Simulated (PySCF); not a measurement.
# C₃H₅ClN₂Si: runs on many settings, part 2 of 2

PySCF 2.14.0. Atoms count from 0. Earlier steps stand in the parts before.

## 4. NMR shieldings: PBE0/LANL2DZ

What the job is given:

```
{"job": {"kind": "nmr", "xc": "PBE0", "basis": "LANL2DZ", "pop": false, "scf": {"guess": "1e", "conv": 0.01, "max_cycle": 96}}, "charge": 0, "multiplicity": 1}
Si     1.868193     0.078564     0.157195
N      0.127167    -0.150447     0.039655
C     -0.637485    -1.267615     0.200141
N     -1.905443    -1.047167     0.036890
C     -2.024581     0.280288    -0.249743
C     -0.780853     0.834996    -0.249260
Cl    -0.238288     2.424116    -0.529234
H      2.326879     0.551592    -1.144553
H      2.349270    -1.260588     0.478534
H      2.102329     1.040477     1.229080
H     -0.210031    -2.219893     0.438372
H     -2.975957     0.734989    -0.433104
```

Method: GIAO PBE0/LANL2DZ NMR shielding, non-relativistic, gas phase.

The program printed:

```text
final grid: 106144 points
cycle   1  E = -143.9061059422  dE =  4.076e+01  |g| = 5.421e+00  |ddm| = 7.148e+01
cycle   2  E = -180.9561561132  dE = -3.705e+01  |g| = 5.896e+00  |ddm| = 7.363e+01
cycle   3  E = -220.4277310752  dE = -3.947e+01  |g| = 6.087e+00  |ddm| = 3.320e+01
cycle   4  E = -220.5062564311  dE = -7.853e-02  |g| = 6.840e+00  |ddm| = 2.353e+01
cycle   5  E = -219.5930379218  dE =  9.132e-01  |g| = 6.784e+00  |ddm| = 1.688e+00
cycle   6  E = -220.1653867697  dE = -5.723e-01  |g| = 6.756e+00  |ddm| = 1.525e+00
cycle   7  E = -220.1209549490  dE =  4.443e-02  |g| = 6.753e+00  |ddm| = 1.251e-01
cycle   8  E = -220.1113676159  dE =  9.587e-03  |g| = 6.751e+00  |ddm| = 4.475e-02
cycle   9  E = -220.3572990965  dE = -2.459e-01  |g| = 6.746e+00  |ddm| = 6.281e-01
cycle  10  E = -145.7940689958  dE =  7.456e+01  |g| = 5.950e+00  |ddm| = 7.702e+01
[... 76 cycles left out ...]
cycle  87  E = -203.7615030765  dE = -6.294e-01  |g| = 7.435e+00  |ddm| = 1.587e+00
cycle  88  E = -204.3566620321  dE = -5.952e-01  |g| = 7.483e+00  |ddm| = 1.239e+00
cycle  89  E = -204.5696062508  dE = -2.129e-01  |g| = 7.477e+00  |ddm| = 1.893e+00
cycle  90  E = -206.3446513021  dE = -1.775e+00  |g| = 7.568e+00  |ddm| = 2.902e+00
cycle  91  E = -145.7771333569  dE =  6.057e+01  |g| = 5.904e+00  |ddm| = 7.998e+01
cycle  92  E = -203.8819238004  dE = -5.810e+01  |g| = 7.405e+00  |ddm| = 7.969e+01
cycle  93  E = -203.6641289764  dE =  2.178e-01  |g| = 7.446e+00  |ddm| = 1.196e+00
cycle  94  E = -201.6983929313  dE =  1.966e+00  |g| = 7.379e+00  |ddm| = 3.340e+00
cycle  95  E = -206.3438972954  dE = -4.646e+00  |g| = 7.575e+00  |ddm| = 6.525e+00
cycle  96  E = -206.7716488970  dE = -4.278e-01  |g| = 7.809e+00  |ddm| = 3.580e+00
SCF not converged, last energy = -206.7716488970
```

It took 32 s on 1 thread of Arm Neoverse N1, shared host.

Diagnosis: After 96 cycles the gradient is still 7.8e+00, from the 1e guess. The remedy is to go back to the standard guess, DIIS and geometry, then add damping if needed. Numbers printed on the way are no properties of the molecule.

## 5. Shielding tensors: PBE0/6-311G**

Settings changed since step 4:

```diff
@@ -1,2 +1,2 @@
-{"job": {"kind": "nmr", "xc": "PBE0", "basis": "LANL2DZ", "pop": false, "scf": {"guess": "1e", "conv": 0.01, "max_cycle": 96}}, "charge": 0, "multiplicity": 1}
+{"job": {"kind": "nmr", "xc": "PBE0", "basis": "6-311G**", "pop": false, "scf": {"level_shift": 0.1, "guess": "atom"}}, "charge": 0, "multiplicity": 1}
 Si     1.868193     0.078564     0.157195
```

Level: GIAO PBE0/6-311G** NMR shielding, non-relativistic, gas phase.

The program printed:

```text
final grid: 106144 points
cycle   1  E = -975.8724576598  dE =  2.377e+00  |g| = 8.835e-01  |ddm| = 3.286e+00
cycle   2  E = -975.8320233412  dE =  4.043e-02  |g| = 9.946e-01  |ddm| = 1.594e+00
cycle   3  E = -976.0511922171  dE = -2.192e-01  |g| = 1.162e-01  |ddm| = 7.960e-01
cycle   4  E = -976.0541514008  dE = -2.959e-03  |g| = 5.990e-02  |ddm| = 1.599e-01
cycle   5  E = -976.0548881474  dE = -7.367e-04  |g| = 1.380e-02  |ddm| = 5.756e-02
cycle   6  E = -976.0549272923  dE = -3.914e-05  |g| = 4.612e-03  |ddm| = 1.407e-02
cycle   7  E = -976.0549316893  dE = -4.397e-06  |g| = 1.173e-03  |ddm| = 4.010e-03
cycle   8  E = -976.0549320880  dE = -3.988e-07  |g| = 2.705e-04  |ddm| = 1.631e-03
cycle   9  E = -976.0549321157  dE = -2.768e-08  |g| = 1.215e-04  |ddm| = 5.838e-04
cycle  10  E = -976.0549321203  dE = -4.616e-09  |g| = 4.821e-05  |ddm| = 2.165e-04
cycle  11  E = -976.0549321211  dE = -7.315e-10  |g| = 9.511e-06  |ddm| = 6.736e-05
level shift removed, Fock matrix diagonalised once more
converged SCF energy = -976.0549321211

GIAO shielding tensors (ppm)
atom      isotropic    diamagn.    paramagn.     s11        s22        s33       span
  0 Si     408.195     879.758    -471.563    388.118    392.653    443.815     55.697
  1 N       91.084     326.181    -235.096     -5.330    101.814    176.768    182.098
  2 C       50.289     253.946    -203.656    -22.993     64.644    109.217    132.210
  3 N      -41.661     329.557    -371.217   -267.942    -98.562    241.522    509.463
  4 C       58.002     256.774    -198.771    -12.861     60.254    126.615    139.476
  5 C       63.136     255.561    -192.425    -11.078     95.462    105.024    116.102
  6 Cl     816.691    1145.947    -329.256    627.982    820.676   1001.417    373.435
  7 H       26.758      29.008      -2.249     22.853     25.652     31.769      8.917
  8 H       26.908      29.630      -2.722     22.997     26.012     31.714      8.717
  9 H       26.761      29.009      -2.248     22.858     25.644     31.780      8.921
 10 H       24.806      31.089      -6.282     20.625     25.510     28.284      7.660
 11 H       24.943      31.353      -6.410     21.763     24.384     28.681      6.917
```

Wall time 31 s (1 thread of Arm Neoverse N1, shared host); peak memory 0.75 GiB.

This run: δ C2 140.1, C4 132.4, C5 127.2, Si0 -54.9, H10 7.27, H11 7.14 ppm.

## 6. Nuclear shieldings: wB97X/pcSseg-1

Settings changed since step 5:

```diff
@@ -1,2 +1,2 @@
-{"job": {"kind": "nmr", "xc": "PBE0", "basis": "6-311G**", "pop": false, "scf": {"level_shift": 0.1, "guess": "atom"}}, "charge": 0, "multiplicity": 1}
+{"job": {"kind": "nmr", "xc": "wB97X", "basis": "pcSseg-1", "pop": true, "grid": 4}, "charge": 0, "multiplicity": 1}
 Si     1.868193     0.078564     0.157195
```

Level: GIAO wB97X/pcSseg-1 NMR shielding, non-relativistic, gas phase.

The program printed:

```text
coarse grid: 11736 points
cycle   1  E = -976.2753081559  dE =  1.622e+00  |g| = 5.231e-01  |ddm| = 3.353e+00
cycle   2  E = -976.2826548206  dE = -7.347e-03  |g| = 5.713e-01  |ddm| = 9.619e-01
cycle   3  E = -976.3515751439  dE = -6.892e-02  |g| = 6.881e-02  |ddm| = 4.842e-01
cycle   4  E = -976.3526709263  dE = -1.096e-03  |g| = 3.734e-02  |ddm| = 9.845e-02
cycle   5  E = -976.3529741219  dE = -3.032e-04  |g| = 9.064e-03  |ddm| = 4.166e-02
cycle   6  E = -976.3529984384  dE = -2.432e-05  |g| = 2.588e-03  |ddm| = 1.564e-02
cycle   7  E = -976.3530009595  dE = -2.521e-06  |g| = 9.396e-04  |ddm| = 5.701e-03
final grid: 277728 points
cycle   8  E = -976.4010366115  dE = -1.035e-04  |g| = 6.967e-03  |ddm| = 3.527e-02
cycle   9  E = -976.4010399646  dE = -3.353e-06  |g| = 5.918e-03  |ddm| = 1.077e-02
cycle  10  E = -976.4010463313  dE = -6.367e-06  |g| = 6.272e-04  |ddm| = 4.171e-03
cycle  11  E = -976.4010464106  dE = -7.931e-08  |g| = 2.967e-04  |ddm| = 8.012e-04
cycle  12  E = -976.4010464284  dE = -1.772e-08  |g| = 9.560e-05  |ddm| = 3.488e-04
cycle  13  E = -976.4010464304  dE = -2.058e-09  |g| = 3.322e-05  |ddm| = 1.191e-04
cycle  14  E = -976.4010464307  dE = -2.858e-10  |g| = 7.920e-06  |ddm| = 4.916e-05
converged SCF energy = -976.4010464307

GIAO shielding tensors (ppm)
atom      isotropic    diamagn.    paramagn.     s11        s22        s33       span
  0 Si     410.552     879.823    -469.271    390.652    395.421    445.583     54.930
  1 N       89.576     332.314    -242.738     -7.819     98.359    178.187    186.006
  2 C       44.793     251.218    -206.425    -33.569     58.202    109.746    143.315
  3 N      -41.837     333.859    -375.695   -264.203   -105.049    243.743    507.945
  4 C       54.319     254.269    -199.950    -21.330     57.149    127.138    148.468
  5 C       59.640     253.433    -193.793    -21.397     94.070    106.246    127.643
  6 Cl     827.338    1147.047    -319.709    645.735    816.855   1019.425    373.690
  7 H       26.869      29.135      -2.266     22.899     25.852     31.855      8.956
  8 H       26.993      29.635      -2.642     22.919     26.103     31.958      9.039
  9 H       26.871      29.136      -2.265     22.905     25.842     31.865      8.960
 10 H       24.608      30.984      -6.376     20.181     25.429     28.213      8.032
 11 H       24.514      31.076      -6.561     21.151     24.009     28.383      7.231
```

Wall time 59 s (1 thread of Arm Neoverse N1, shared host); peak memory 0.8 GiB.

Key values: δ C2 144.8, C4 135.3, C5 130.0, Si0 -53.5, H11 7.30, H10 7.20 ppm.

## 7. Comparing the runs: NMR shifts

Shifts (ppm) of some atoms, chosen among heavy atoms and hydrogens apart, means over like atoms, with basis size and wall time:

```csv
run,C2,C4,H11,H7,Si0,N3,N1,functions,time
PBE0/pcSseg-1,142.2,134.0,7.26,4.99,-57.7,315.3,182.6,158,37 s
PBE0/6-311G**,140.1,132.4,7.14,5.27,-54.9,316.2,183.5,172,31 s
wB97X/pcSseg-1,144.8,135.3,7.30,4.90,-53.5,310.4,179.0,158,59 s
```

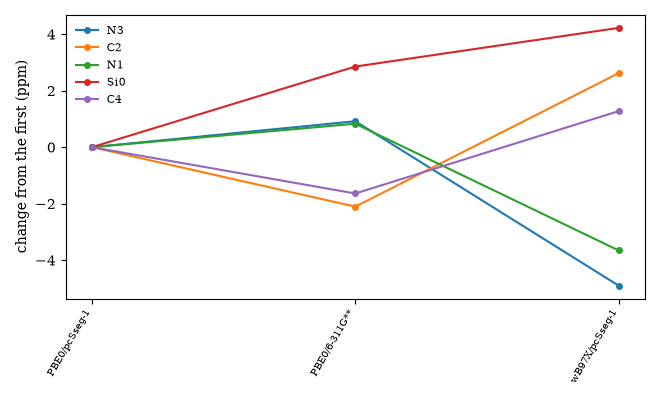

How five of the tabulated atoms move from run to run.

## 8. Summary of results

This closing draws on all 2 parts.

| quantity | value |
| --- | --- |
| 13C shifts against TMS (PBE0/pcSseg-1) | 142.2, 134.0, 128.6 ppm |
| 1H shifts against TMS (PBE0/pcSseg-1, means over atoms taken as alike) | 7.26, 7.22, 4.99 ppm |
| 29Si shifts against TMS (PBE0/pcSseg-1) | -57.7 ppm |
| 15N shifts against NH3 (PBE0/pcSseg-1) | 315.3, 182.6 ppm |
| 35Cl shifts against HCl (PBE0/pcSseg-1) | 140 ppm |
| surface potential, least and greatest | -1.91 V and 1.81 V |
| lowest singlet (PBE0/def2-SVPD) | 5.56 eV (223 nm), f = 0.001 |
| brightest single state of those computed | state 3, 6.14 eV, f = 0.150 |
| lowest triplet | 4.27 eV |
| range of the shift of N3 | 310.4 to 316.2 ppm |
| property runs in this session | 5, of which 1 failed and 0 gave unsound results |

**Reading.** Single values in the summary come from the first run of each kind that ended normally (PBE0/pcSseg-1; PBE0/def2-SVPD), which need not be the best level. At PBE0/pcSseg-1: The widest tensor belongs to N3: span 511 ppm, with a paramagnetic part of -380 ppm. NICS(1)zz of -28 ppm above the planar ring from N1 marks a diatropic (aromatic) ring current. The first singlet state (HOMO→LUMO 0.97) lies at 5.56 eV and is dark; of the 6 states computed, the strongest absorption comes from state 3 at 6.14 eV. The lowest triplet lies 1.29 eV below the lowest singlet (triplets in Tamm-Dancoff, singlets in full TDDFT). Among the atoms with a shift in every run: In ppm, N3 moves most: its shift spreads over 5.8 ppm, from 310.4 (wB97X/pcSseg-1) to 316.2 (PBE0/6-311G**). Most of that comes from the computed reference, not from the atom's own shielding.
